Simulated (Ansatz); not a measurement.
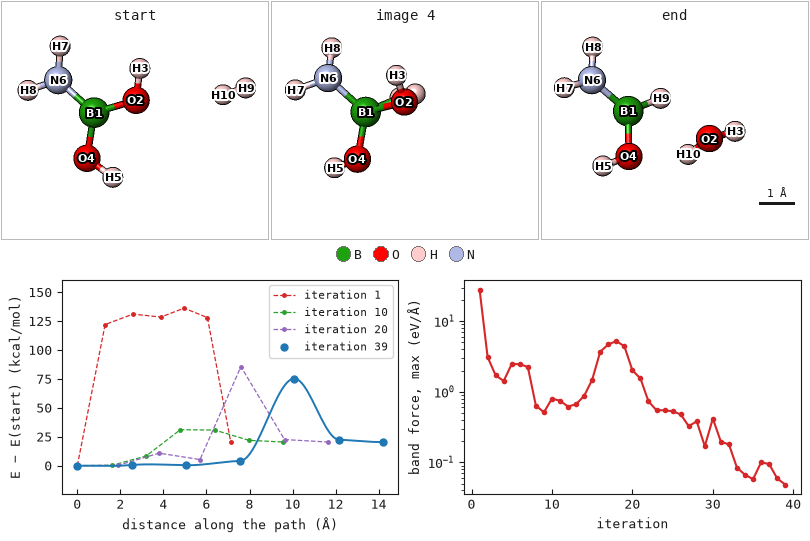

A search for the minimum-energy path of BNH6O2, made up at the start of BNH₄O₂ and H2 by the nudged elastic band. Images are numbered from 0 (start) to 6 (end). The plot follows the band through its iterations. A ball-and-stick model, seen face on.

Method: Ansatz, RHF/def2-SVP. Run with 5 movable images; climbing image; force threshold 0.05 eV/Å; iteration limit 60; starting path through a guess of the saddle point.

### Did the band converge, and can the barrier be trusted?

The result is final at these settings. The band converged in 39 iterations. The largest component of the band force went from 28 to 0.048 eV/Å. The climbing image converged on the top of the path. Its vibrational analysis gives one imaginary mode (1909i cm⁻¹), as a transition state must have. The first iteration put the highest image at 136.3 kcal/mol. Forward barrier 75.4 kcal/mol, backward barrier 54.9 kcal/mol, with image 4 at the top; the reaction energy is +20.5 kcal/mol.

Limits of the set-up: the start holds two separate molecules, 2.8 Å apart at their closest, whose relative position is a soft coordinate and is computed without a dispersion correction; Hartree-Fock leaves out electron correlation.

Cost: 3.9 min on 1 thread of Arm Neoverse V1, on a shared host, peak memory 0.15 GiB.
